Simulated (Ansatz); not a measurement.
System: BH$_{2}$···ClH$_{3}$Si (doublet).

```xyz
8

B     0.0932    0.0636    0.4136
Cl   -0.3199    1.3779    2.2938
H     1.1883   -0.3118    0.7032
H    -0.9170   -0.5702    0.4218
Si   -0.0509    0.0605    3.9214
H    -0.9917   -1.0641    3.7342
H     1.3586   -0.3845    3.9031
H    -0.3605    0.8284    5.1510
```

Level of theory: Ansatz 0.2.0, UKS B3LYP/6-31G*.

What will maps of the electron density, electron localisation function and spin density show?

B1···Cl2 (2.33 Å): the density falls to about 0.26 e/Å³ on the way; the ELF peaks at about 0.90 in the valence shell of Cl, 0.8 Å from its nucleus, and is about 0.65 at the midpoint.
Si–Cl (2.11 Å): the density is about 0.8 e/Å³ at the midpoint; the ELF peaks at about 0.90 between the atoms (a polar covalent bond).
Si–H (1.48 Å): ρ is about 0.81 e/Å³ halfway; the ELF climbs to about 1 towards the hydrogen, as it does in any bond to H.
The unpaired spin (1 electron) lies mostly on B1 (about 0.8), in electrons by Hirshfeld's partition.

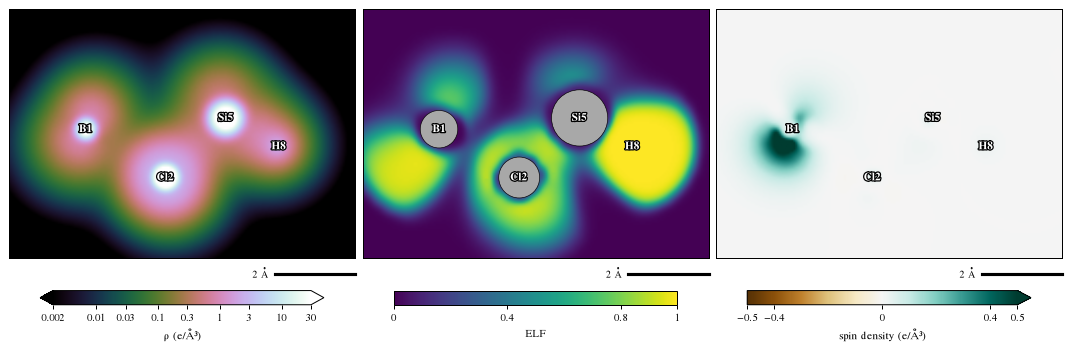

Computed electron density, electron localisation function and spin density on the plane of atoms Cl2, Si5 and H8, in this order. Grey discs cover the atomic cores in the ELF map. 
